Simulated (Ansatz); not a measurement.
**H₅NSi₂: density, localisation and related maps**

Input

```
crystal:
  periodic: [false, false, false]
  atoms:
    - {symbol: N, position_ang: [-0.713588, 0.003786, -0.646674]}
    - {symbol: Si, position_ang: [-0.432426, 1.402134, -1.605403]}
    - {symbol: Si, position_ang: [0.274377, -0.546487, 0.685237]}
    - {symbol: H, position_ang: [-1.526092, -0.553569, -0.872471]}
    - {symbol: H, position_ang: [0.839671, 1.787570, -0.830814]}
    - {symbol: H, position_ang: [0.325400, 0.477909, 1.757298]}
    - {symbol: H, position_ang: [1.655823, -0.835443, 0.227706]}
    - {symbol: H, position_ang: [-0.330865, -1.793000, 1.229220]}
basis:
  gaussian: {orbitals: def2-TZVPP}
hamiltonian: {xc: pbe0, dispersion: d4}
output: {orbitals: {seedname: orbitals}}
```

Run with:

```sh
ansatz run in.yaml --threads 2 --pin off --events-out ev --progress --plain --max-ram 4352MiB
```

Geometry: PBE0-D4/def2-TZVP.

Computed with RKS PBE0-D4/def2-TZVPP in Ansatz 0.2.0.

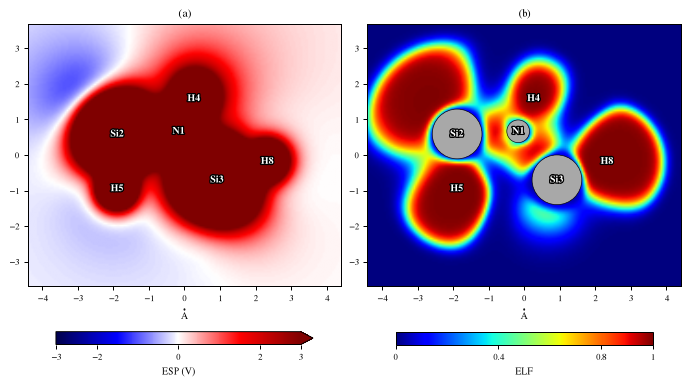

Figure 1. (a) electrostatic potential; (b) electron localisation function on the plane of atoms Si2, N1 and Si3. Grey discs cover the atomic cores in the ELF map.

Q: What do the fields say about this system?

A: Atoms in the plane: N, Si and H. Si–N (1.72 Å): the ELF peaks at about 0.90 between the atoms, as expected for a shared but strongly polarised pair. N–H (1.01 Å): the ELF climbs to about 1 towards the hydrogen, as it does in any bond to H: an ordinary covalent bond to hydrogen. Si–H (1.49 Å): the ELF climbs to about 1 towards the hydrogen. The ELF also peaks beside Si2, away from the bonds: lone-pair regions. Outside the dense part of the molecule the potential is most negative (−1.0 V) near Si2.

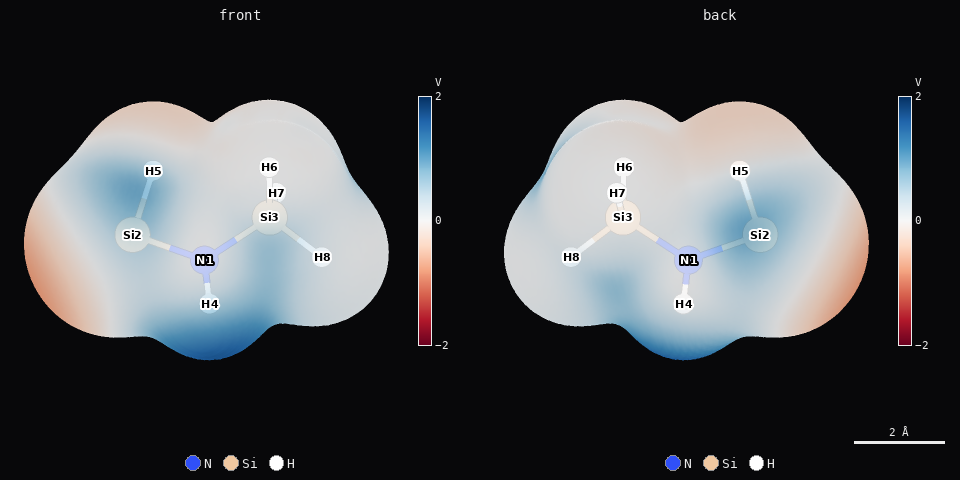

Figure 2. The molecular electrostatic potential painted on the density surface at 0.001 e/bohr³, seen from the front and from behind; red is negative and blue positive.

Q: Where is the surface potential most negative and most positive?

A: The most negative region (about −0.8 V) lies over Si2, the most positive (about +1.7 V) over H4.

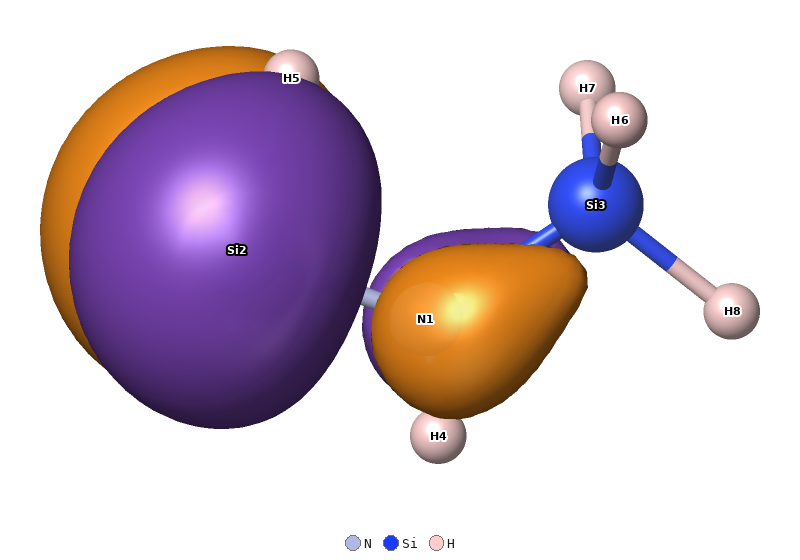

Figure 3. The LUMO at ±0.1 Å⁻³ᐟ² (orange and purple are the two phases), seen across its widest extent.

Q: Where does this orbital lie, and at what energy?

A: Its weight (Hirshfeld) is mainly on Si2 (about 80 %) and N1 (about 10 %). Its energy is −1.90 eV.
